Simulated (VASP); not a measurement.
Band structure of HgTe (space group P3_221). Computed with PBEsol GGA, VASP's PBE PAW potentials (set 64) (plane waves; VASP).

Unless said otherwise, spin-orbit coupling is left out, though it shifts the bands of the heavy elements here.

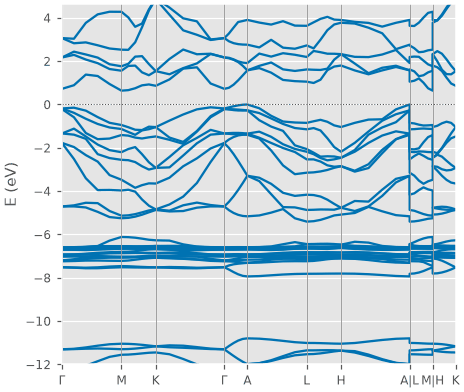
*Bands along high-symmetry lines, zero at the valence-band maximum or, without a gap, the Fermi level*

**Question.** Read the plot: is there a gap, and where are the band edges?

**Answer.** The gap is indirect, 0.64 eV, from the valence maximum at A to the conduction minimum at M.

The structure comes from a computed database's HgTe entry; how it stands against other phases isn't given here. The cell was not relaxed at this level.
